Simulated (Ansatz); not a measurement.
## Run report: CH₆AlN, molecular dynamics (part 3 of 4)

Continued. System: CH₆AlN. Method: RKS PBE-D4/def2-SVP (Ansatz 0.2.0). It belongs to a series of runs on one base structure; here: dynamics from the highest image of the converged band.

Geometry of the input (Å):
```
Al 0.5700  0.0715  -0.7568
C  0.9593  -0.1210  1.4565
H  0.3470  -1.0257  1.6664
H  1.9337  -0.2188  1.9726
H  0.4571  0.8080  1.8062
H  1.9667  -0.0691  -0.0170
N  -1.2046  0.1647  -0.5841
H  -1.7089  0.1269  0.3070
H  -1.8557  0.2635  -1.3649
```

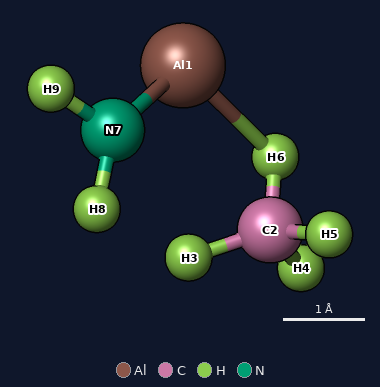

Figure 1. The geometry at step 53 of the log (ball-and-stick view, seen at a tilt; atoms are numbered from 1 in the order of the input).

```
Total energy: -9209.70860068 eV, -338.4505485104 hartree
Atom 0 at     0.254018     0.205284    -1.792574 Å, force     0.278319     0.076104    -0.287265 eV/Å
Atom 1 at     1.390992    -0.265871     3.116707 Å, force    -6.903250     3.961431    -5.015718 eV/Å
Atom 2 at     1.325263    -0.663488     2.122103 Å, force     0.222555    -0.679026    -1.065164 eV/Å
Atom 3 at     0.372908    -0.348126     3.514321 Å, force    -0.260349     0.026270     0.369031 eV/Å
Atom 4 at     1.624909     0.767721     3.004713 Å, force     0.354736     1.448433     0.026005 eV/Å
Atom 5 at     2.005715    -0.701811     3.656822 Å, force     6.564105    -4.755280     5.649129 eV/Å
Atom 6 at    -1.056539     0.103596    -0.567028 Å, force     0.054773    -0.085919    -0.214854 eV/Å
Atom 7 at    -0.925965     0.050211     0.428595 Å, force     0.598208     0.196024     1.142451 eV/Å
Atom 8 at    -2.006573    -0.225720    -0.650467 Å, force    -0.909096    -0.188037    -0.603616 eV/Å
Dipole moment:    -0.275039    -0.117103     0.287756 e Å
```

Trajectory as extended XYZ (Å, eV, eV/Å), 50 of the 201 frames kept, from step=0 to step=200:
```
9
Properties=species:S:1:pos:R:3:forces:R:3 step=0 time_fs=0.0 energy=-9208.41403 temperature=300.0
Al    0.5700    0.0715   -0.7568    0.0004  -0.0001   0.0000
C     0.9593   -0.1210    1.4565    0.0001   0.0001   0.0002
H     0.3470   -1.0257    1.6664   -0.0001   0.0000  -0.0001
H     1.9337   -0.2188    1.9726    0.0001   0.0000   0.0000
H     0.4571    0.8080    1.8062   -0.0001  -0.0001   0.0000
H     1.9667   -0.0691   -0.0170   -0.0003   0.0001  -0.0001
N    -1.2046    0.1647   -0.5841    0.0000   0.0001  -0.0001
H    -1.7089    0.1269    0.3070    0.0000   0.0000   0.0001
H    -1.8557    0.2635   -1.3649   -0.0001   0.0000   0.0000
9
Properties=species:S:1:pos:R:3:forces:R:3 step=4 time_fs=2.0 energy=-9208.33392 temperature=212.8
Al    0.5612    0.0729   -0.7571    0.9510  -0.0809   0.1699
C     0.9660   -0.1192    1.4587    0.7487  -0.4108   0.3115
H     0.3242   -1.0016    1.6658   -0.0353  -0.1118  -0.0371
H     1.9391   -0.2643    2.0225   -0.6515   0.1781  -0.4454
H     0.4740    0.8031    1.8052   -0.0765   0.3579   0.1257
H     2.0072   -0.0679   -0.0060   -0.5392   0.0487  -0.2062
N    -1.1939    0.1653   -0.5894    0.3059  -0.0208   0.1421
H    -1.7272    0.1169    0.2597   -0.2157  -0.0724   1.0999
H    -1.8708    0.2321   -1.3198   -0.4874   0.1119  -1.1605
9
Properties=species:S:1:pos:R:3:forces:R:3 step=8 time_fs=4.0 energy=-9208.28288 temperature=156.0
Al    0.5538    0.0741   -0.7572    1.6508  -0.1321   0.1974
C     0.9748   -0.1187    1.4617    0.5288  -0.4511   0.4151
H     0.3002   -0.9814    1.6637    0.0006  -0.0893  -0.0979
H     1.9217   -0.3032    2.0566   -0.5777   0.2585  -0.5014
H     0.4886    0.8105    1.8085    0.0225   0.3088   0.0940
H     2.0279   -0.0650   -0.0025   -0.7926   0.0653  -0.2715
N    -1.1828    0.1660   -0.5943   -1.3478  -0.0016   0.1938
H    -1.7513    0.1044    0.2495    0.2847  -0.0413   0.6972
H    -1.9002    0.2045   -1.3137    0.2308   0.0829  -0.7267
9
Properties=species:S:1:pos:R:3:forces:R:3 step=12 time_fs=6.0 energy=-9208.25146 temperature=121.6
Al    0.5487    0.0752   -0.7571    1.9574  -0.1454   0.0918
C     0.9850   -0.1195    1.4660   -0.5073  -0.0806   0.1942
H     0.2763   -0.9643    1.6579    0.0732   0.0188  -0.1597
H     1.8844   -0.3328    2.0728    0.1674   0.1572  -0.1150
H     0.5043    0.8287    1.8150    0.2220  -0.0564  -0.0559
H     2.0191   -0.0596   -0.0090   -0.7320   0.0504  -0.1914
N    -1.1755    0.1666   -0.5987   -3.1537  -0.0750   0.3151
H    -1.7642    0.0906    0.2644    0.8775   0.0527  -0.2369
H    -1.9205    0.1802   -1.3342    1.0957   0.0782   0.1579
9
Properties=species:S:1:pos:R:3:forces:R:3 step=16 time_fs=8.0 energy=-9208.27310 temperature=145.5
Al    0.5463    0.0760   -0.7568    1.7186  -0.1128  -0.1343
C     0.9937   -0.1206    1.4710   -1.3387   0.2703  -0.1458
H     0.2551   -0.9467    1.6461    0.1025   0.0777  -0.1717
H     1.8533   -0.3567    2.0848    0.8560  -0.0177   0.2875
H     0.5282    0.8453    1.8196    0.2979  -0.2807  -0.1427
H     1.9833   -0.0524   -0.0223   -0.3586   0.0085   0.0276
N    -1.1764    0.1670   -0.6022   -2.9166  -0.1343   0.4420
H    -1.7458    0.0785    0.2728    0.7411   0.0835  -0.3845
H    -1.9023    0.1590   -1.3514    0.8978   0.1054   0.2221
9
Properties=species:S:1:pos:R:3:forces:R:3 step=20 time_fs=10.0 energy=-9208.32697 temperature=204.2
Al    0.5463    0.0768   -0.7567    1.0192  -0.0416  -0.4763
C     0.9984   -0.1210    1.4755   -0.9237   0.1603  -0.0395
H     0.2376   -0.9264    1.6280    0.0497   0.0186  -0.1116
H     1.8519   -0.3806    2.1056    0.5758   0.0070   0.0472
H     0.5628    0.8523    1.8192    0.1706  -0.1289  -0.0817
H     1.9345   -0.0450   -0.0343    0.2431  -0.0508   0.3613
N    -1.1849    0.1670   -0.6045   -0.8696  -0.0568   0.4970
H    -1.7012    0.0693    0.2692   -0.0661   0.0058   0.3357
H    -1.8526    0.1417   -1.3627   -0.1989   0.0864  -0.5321
9
Properties=species:S:1:pos:R:3:forces:R:3 step=24 time_fs=12.0 energy=-9208.29375 temperature=168.4
Al    0.5478    0.0774   -0.7573    0.3008   0.0344  -0.8534
C     1.0003   -0.1209    1.4800    0.1362  -0.2454   0.2876
H     0.2218   -0.9057    1.6057   -0.0306  -0.0914  -0.0186
H     1.8709   -0.4037    2.1273   -0.1950   0.1636  -0.5034
H     0.6036    0.8550    1.8159   -0.0417   0.2326   0.0525
H     1.8947   -0.0395   -0.0324    0.7430  -0.1037   0.7099
N    -1.1959    0.1669   -0.6055    0.5948   0.0491   0.2777
H    -1.6587    0.0603    0.2778   -0.7200  -0.0745   0.7569
H    -1.8088    0.1275   -1.3926   -0.7874   0.0355  -0.7092
9
Properties=species:S:1:pos:R:3:forces:R:3 step=29 time_fs=14.5 energy=-9208.29428 temperature=168.8
Al    0.5503    0.0783   -0.7598    0.0600   0.0837  -1.1398
C     1.0034   -0.1218    1.4869    0.6604  -0.2763   0.3070
H     0.2008   -0.8844    1.5769   -0.0054  -0.1035   0.0491
H     1.8843   -0.4243    2.1280   -0.5044   0.1537  -0.6041
H     0.6525    0.8705    1.8144   -0.1287   0.2801   0.0642
H     1.8829   -0.0381    0.0087    0.5701  -0.1204   0.9376
N    -1.2081    0.1669   -0.6057    0.0282  -0.0951   0.0763
H    -1.6408    0.0460    0.3195   -0.5387   0.0248  -0.4742
H    -1.7898    0.1121   -1.4571   -0.1413   0.0529   0.7840
9
Properties=species:S:1:pos:R:3:forces:R:3 step=33 time_fs=16.5 energy=-9208.34390 temperature=224.0
Al    0.5524    0.0791   -0.7636    0.2890   0.0963  -1.2557
C     1.0079   -0.1235    1.4934    0.2470   0.2621  -0.0863
H     0.1840   -0.8717    1.5557    0.1405   0.0058   0.0374
H     1.8757   -0.4346    2.1041   -0.0131  -0.0993  -0.0722
H     0.6865    0.8940    1.8157   -0.0438  -0.1223  -0.0728
H     1.8973   -0.0421    0.0811   -0.1776  -0.1054   0.9897
N    -1.2174    0.1667   -0.6056   -0.1290  -0.2011   0.3572
H    -1.6508    0.0351    0.3381   -0.3526   0.1014  -1.1586
H    -1.7842    0.1018   -1.4823    0.0395   0.0626   1.2614
9
Properties=species:S:1:pos:R:3:forces:R:3 step=37 time_fs=18.5 energy=-9208.49817 temperature=394.7
Al    0.5550    0.0801   -0.7692    0.4286   0.1207  -1.5285
C     1.0133   -0.1243    1.4996    0.0258   0.7572  -0.6073
H     0.1724   -0.8587    1.5358    0.2702   0.0842  -0.0281
H     1.8670   -0.4488    2.0778    0.5549  -0.3798   0.5832
H     0.7188    0.9132    1.8143    0.0194  -0.4249  -0.1578
H     1.9047   -0.0502    0.1918   -1.0471  -0.1016   1.1833
N    -1.2269    0.1659   -0.6044    0.6576  -0.1236   0.7899
H    -1.6754    0.0278    0.3160   -0.5085   0.0546  -0.6684
H    -1.7791    0.0938   -1.4632   -0.4009   0.0131   0.4336
9
Properties=species:S:1:pos:R:3:forces:R:3 step=41 time_fs=20.5 energy=-9208.83673 temperature=770.0
Al    0.5581    0.0812   -0.7771    0.2431   0.1731  -2.1077
C     1.0192   -0.1228    1.5039    1.2140   0.5882  -0.7727
H     0.1708   -0.8430    1.5147    0.2686   0.0459  -0.1439
H     1.8765   -0.4765    2.0723    0.2267  -0.3154   0.7613
H     0.7515    0.9174    1.8074   -0.0149  -0.2990  -0.0819
H     1.8722   -0.0622    0.3488   -1.7871  -0.1229   1.6919
N    -1.2346    0.1648   -0.6012    1.5301   0.0296   0.9303
H    -1.7201    0.0222    0.2704   -0.8362  -0.0605   0.4222
H    -1.7895    0.0863   -1.4288   -0.8443  -0.0390  -0.6995
9
Properties=species:S:1:pos:R:3:forces:R:3 step=45 time_fs=22.5 energy=-9209.50020 temperature=1495.0
Al    0.5615    0.0826   -0.7879   -0.1095   0.2224  -2.5389
C     1.0290   -0.1197    1.5060    2.2765  -0.1782   0.2048
H     0.1792   -0.8256    1.4882    0.1596  -0.0196  -0.1944
H     1.8930   -0.5154    2.0951   -0.6471   0.0067   0.6805
H     0.7834    0.9111    1.7979   -0.1428   0.1201   0.1639
H     1.7741   -0.0788    0.5686   -1.3642  -0.0777   1.0577
N    -1.2384    0.1637   -0.5954    0.6000  -0.1251   0.5732
H    -1.7947    0.0150    0.2375   -0.5133  -0.0030   0.4672
H    -1.8287    0.0777   -1.4162   -0.2592   0.0543  -0.4140
9
Properties=species:S:1:pos:R:3:forces:R:3 step=49 time_fs=24.5 energy=-9208.91378 temperature=850.7
Al    0.5648    0.0843   -0.8022   -0.2309   0.2024  -2.0765
C     1.0442   -0.1171    1.5108   -3.8890  -0.9068   8.4905
H     0.1935   -0.8087    1.4549   -0.0103  -0.0311  -0.0556
H     1.8861   -0.5544    2.1442   -1.1287   0.2436   0.6093
H     0.8098    0.9087    1.7947   -0.2760   0.3127   0.3978
H     1.6449   -0.0973    0.8012    5.6413   0.2462  -7.7759
N    -1.2409    0.1623   -0.5881   -1.3635  -0.4703   0.3275
H    -1.8865    0.0081    0.2196    0.5403   0.1998  -0.3172
H    -1.8766    0.0714   -1.4179    0.7168   0.2034   0.4000
9
Properties=species:S:1:pos:R:3:forces:R:3 step=53 time_fs=26.5 energy=-9209.46743 temperature=1446.3
Al    0.5678    0.0863   -0.8196   -0.4599   0.1993  -1.8437
C     1.0497   -0.1171    1.5391   -0.8390  -0.6565   4.8468
H     0.2064   -0.7936    1.4192   -0.4338  -0.1946   0.0039
H     1.8376   -0.5844    2.2160   -1.0522   0.3405   0.3808
H     0.8259    0.9175    1.8059   -0.3133   0.2488   0.3650
H     1.6963   -0.1084    0.7827    2.9351   0.1319  -4.0715
N    -1.2468    0.1596   -0.5798   -2.0125  -0.5802   0.3620
H    -1.9592    0.0084    0.1921    1.1356   0.2686  -0.3989
H    -1.8992    0.0726   -1.4070    1.0401   0.2422   0.3556
9
Properties=species:S:1:pos:R:3:forces:R:3 step=57 time_fs=28.5 energy=-9209.62638 temperature=1637.9
Al    0.5701    0.0886   -0.8396   -0.6856   0.1844  -1.6017
C     1.0517   -0.1192    1.5837    3.0174  -0.2054  -1.1851
H     0.2045   -0.7848    1.3834   -0.3622  -0.0141  -0.0129
H     1.7506   -0.6022    2.3028   -0.3992   0.1644   0.3086
H     0.8305    0.9348    1.8303   -0.2023  -0.1211   0.1048
H     1.8664   -0.1138    0.6005   -1.9430   0.0679   2.1295
N    -1.2578    0.1553   -0.5705   -0.7295  -0.3927   0.4149
H    -1.9915    0.0183    0.1521    0.7569   0.1427   0.4289
H    -1.8846    0.0826   -1.3855    0.5474   0.1739  -0.5870
9
Properties=species:S:1:pos:R:3:forces:R:3 step=61 time_fs=30.5 energy=-9209.10585 temperature=1067.1
Al    0.5714    0.0912   -0.8619   -0.8453   0.1474  -1.1392
C     1.0621   -0.1220    1.6255    1.7388   0.0287  -2.1625
H     0.1905   -0.7754    1.3477    0.2727   0.4818   0.1718
H     1.6484   -0.6143    2.4023    0.2616  -0.1450   0.4703
H     0.8274    0.9474    1.8588   -0.0489  -0.5000  -0.1059
H     1.9742   -0.1165    0.4844   -2.3281   0.0599   2.6835
N    -1.2707    0.1500   -0.5602    1.1251  -0.1509   0.0241
H    -1.9965    0.0336    0.1290   -0.1381  -0.0331   1.3352
H    -1.8494    0.0994   -1.3858   -0.0377   0.1113  -1.2775
9
Properties=species:S:1:pos:R:3:forces:R:3 step=65 time_fs=32.5 energy=-9209.05379 temperature=1008.8
Al    0.5715    0.0939   -0.8858   -1.0871   0.1411  -0.8418
C     1.0784   -0.1248    1.6607    1.0998  -0.2719  -2.1517
H     0.1860   -0.7487    1.3187    0.6201   0.6354   0.3827
H     1.5540   -0.6304    2.5177    0.2693  -0.0184  -0.0121
H     0.8224    0.9422    1.8838    0.0463  -0.4397  -0.1590
H     1.9943   -0.1170    0.4707   -2.0943   0.0153   2.8937
N    -1.2809    0.1442   -0.5499    1.1370  -0.1383  -0.6692
H    -2.0037    0.0482    0.1524   -0.1096  -0.0188   0.8522
H    -1.8129    0.1206   -1.4293    0.1185   0.0951  -0.2949
9
Properties=species:S:1:pos:R:3:forces:R:3 step=69 time_fs=34.5 energy=-9209.40284 temperature=1394.5
Al    0.5701    0.0969   -0.9109   -1.3215   0.1517  -0.6683
C     1.0984   -0.1286    1.6890    1.2711  -0.6857  -1.7102
H     0.2033   -0.6993    1.3039    0.3267   0.3031   0.4372
H     1.4696   -0.6465    2.6311    0.1393   0.3530  -0.9703
H     0.8188    0.9215    1.9032    0.0555  -0.0012  -0.0717
H     1.9347   -0.1171    0.5683   -1.6758  -0.0738   3.2604
N    -1.2882    0.1380   -0.5412    0.3958  -0.1533  -0.8257
H    -2.0130    0.0624    0.2058    0.5775   0.0739  -0.4728
H    -1.7723    0.1452   -1.4833    0.2313   0.0322   1.0213
9
Properties=species:S:1:pos:R:3:forces:R:3 step=73 time_fs=36.5 energy=-9209.98789 temperature=2030.2
Al    0.5668    0.1001   -0.9370   -1.4278   0.1299  -0.3657
C     1.1222   -0.1344    1.7121    0.0854  -0.4405   0.1705
H     0.2314   -0.6390    1.3053   -0.4649  -0.2685   0.3180
H     1.3914   -0.6499    2.7088    0.2860   0.4541  -1.4693
H     0.8172    0.9003    1.9200    0.0282   0.3408   0.0821
H     1.8145   -0.1201    0.7863    0.2812  -0.1910   1.6991
N    -1.2941    0.1315   -0.5348    0.7526  -0.0802  -0.5882
H    -2.0022    0.0791    0.2435    0.6393   0.0799  -1.0442
H    -1.7244    0.1711   -1.5017   -0.1799  -0.0246   1.1975
9
Properties=species:S:1:pos:R:3:forces:R:3 step=78 time_fs=39.0 energy=-9209.08073 temperature=1055.6
Al    0.5598    0.1043   -0.9702   -1.3574   0.0608   0.0477
C     1.1467   -0.1433    1.7480   -8.9843   0.4988   9.0831
H     0.2415   -0.5785    1.3228   -0.6857  -0.5833   0.0491
H     1.3106   -0.6326    2.7326    0.5843  -0.0697  -0.5153
H     0.8177    0.8905    1.9455    0.1795   0.2877   0.1543
H     1.7435   -0.1335    1.0710    9.0910  -0.2078  -8.2283
N    -1.2978    0.1230   -0.5290    2.6140  -0.0751  -0.3147
H    -1.9608    0.1039    0.2416   -0.3865   0.0332  -0.1121
H    -1.6786    0.2027   -1.4694   -1.0550   0.0555  -0.1639
9
Properties=species:S:1:pos:R:3:forces:R:3 step=82 time_fs=41.0 energy=-9210.14916 temperature=2203.6
Al    0.5520    0.1078   -0.9968   -1.1988   0.0166   0.1858
C     1.1425   -0.1487    1.8001   -1.0319   1.4670  -1.9822
H     0.2220   -0.5539    1.3400    0.0191  -0.4981  -0.0926
H     1.2700   -0.6220    2.7304    0.7517  -1.0651   1.6443
H     0.8252    0.8959    1.9724    0.3597   0.2844   0.1630
H     1.9755   -0.1538    1.0549    0.0044  -0.2424   0.6665
N    -1.2932    0.1159   -0.5254    3.3140  -0.1483  -0.5579
H    -1.9401    0.1255    0.2318   -0.9831   0.0475   0.7013
H    -1.6833    0.2302   -1.4442   -1.2349   0.1385  -0.7282
9
Properties=species:S:1:pos:R:3:forces:R:3 step=86 time_fs=43.0 energy=-9209.59744 temperature=1608.5
Al    0.5425    0.1113   -1.0231   -0.9617  -0.0061   0.1995
C     1.1327   -0.1498    1.8492    1.5913   1.0151  -3.5167
H     0.2032   -0.5481    1.3543    0.7044  -0.3234  -0.0355
H     1.2571   -0.6476    2.7821    0.5618  -0.7682   1.2202
H     0.8464    0.9115    2.0054    0.4991   0.0948   0.1440
H     2.2357   -0.1826    1.0331   -3.3392  -0.0625   2.4877
N    -1.2802    0.1085   -0.5234    1.5741   0.0611  -0.8142
H    -1.9521    0.1487    0.2435   -0.1469   0.0189   0.0026
H    -1.7322    0.2620   -1.4413   -0.4828  -0.0296   0.3125
9
Properties=species:S:1:pos:R:3:forces:R:3 step=90 time_fs=45.0 energy=-9209.21054 temperature=1182.9
Al    0.5317    0.1148   -1.0492   -0.6967  -0.0106   0.1587
C     1.1278   -0.1478    1.8878    2.4723  -0.2464  -1.2897
H     0.2099   -0.5548    1.3673    0.8882  -0.1893   0.0221
H     1.2648   -0.6996    2.8753    0.0916   0.5077  -0.9063
H     0.8862    0.9304    2.0439    0.4600  -0.1830   0.1296
H     2.3745   -0.2140    1.1023   -3.9246   0.0693   2.2729
N    -1.2628    0.1013   -0.5236   -0.5697   0.4335  -0.7566
H    -1.9694    0.1724    0.2555    0.8624  -0.1091  -0.7223
H    -1.7992    0.2926   -1.4276    0.4166  -0.2721   1.0916
9
Properties=species:S:1:pos:R:3:forces:R:3 step=94 time_fs=47.0 energy=-9209.49539 temperature=1497.7
Al    0.5198    0.1182   -1.0750   -0.4364  -0.0101   0.1082
C     1.1307   -0.1464    1.9220    3.3587  -0.8045   0.0438
H     0.2489   -0.5690    1.3806    0.5446  -0.1404  -0.0600
H     1.2764   -0.7345    2.9384   -0.2546   1.0891  -1.6774
H     0.9430    0.9426    2.0874    0.2111  -0.3461   0.1189
H     2.3650   -0.2429    1.2575   -3.8659   0.1598   1.7570
N    -1.2467    0.0952   -0.5258   -1.2644   0.5808  -0.6400
H    -1.9565    0.1920    0.2433    0.9749  -0.2007  -0.3295
H    -1.8521    0.3133   -1.3759    0.7320  -0.3279   0.6789
9
Properties=species:S:1:pos:R:3:forces:R:3 step=98 time_fs=49.0 energy=-9210.30745 temperature=2382.4
Al    0.5074    0.1217   -1.1007   -0.1916  -0.0151   0.0725
C     1.1442   -0.1474    1.9562    2.4521  -0.5462   0.8852
H     0.3082   -0.5886    1.3915    0.0380  -0.0872  -0.1892
H     1.2787   -0.7302    2.9418   -0.4832   0.7997  -0.8966
H     1.0074    0.9423    2.1355   -0.1766  -0.2873   0.1045
H     2.2113   -0.2659    1.4780   -1.8236   0.0794   0.2384
N    -1.2337    0.0907   -0.5298   -0.3193   0.3402  -0.5869
H    -1.9090    0.2043    0.2216    0.2579  -0.1597   0.9971
H    -1.8795    0.3222   -1.3010    0.2463  -0.1238  -0.6251
9
Properties=species:S:1:pos:R:3:forces:R:3 step=102 time_fs=51.0 energy=-9209.44797 temperature=1449.3
Al    0.4946    0.1252   -1.1263    0.1002  -0.0186   0.0005
C     1.1627   -0.1497    1.9938   -8.2999   1.7542   3.4373
H     0.3700   -0.6112    1.3956   -0.1790   0.0779  -0.1935
H     1.2625   -0.6982    2.9157   -0.7099  -0.3452   1.3441
H     1.0653    0.9316    2.1874   -0.4721  -0.0246   0.0284
H     2.0217   -0.2907    1.6948    9.6668  -1.5031  -4.5090
N    -1.2217    0.0871   -0.5354    0.2306   0.1256  -0.3104
H    -1.8504    0.2106    0.2359   -0.0401  -0.1201   1.5931
H    -1.8979    0.3264   -1.2485   -0.2966   0.0538  -1.3906
9
Properties=species:S:1:pos:R:3:forces:R:3 step=106 time_fs=53.0 energy=-9210.10038 temperature=2145.2
Al    0.4820    0.1286   -1.1518    0.4486  -0.0097  -0.1437
C     1.1607   -0.1473    2.0401   -1.4820   0.7223  -0.1330
H     0.4249   -0.6310    1.3921   -0.3309   0.2063  -0.2280
H     1.2193   -0.6783    2.9383   -0.8036  -1.0467   2.4985
H     1.1059    0.9209    2.2402   -0.5276   0.4824  -0.1269
H     2.1263   -0.3629    1.7708    3.1419  -0.4080  -1.9146
N    -1.2095    0.0839   -0.5417   -1.2692   0.4404   0.3465
H    -1.7897    0.2116    0.3046    0.6580  -0.2374   0.2390
H    -1.9240    0.3313   -1.2437    0.1648  -0.1496  -0.5380
```
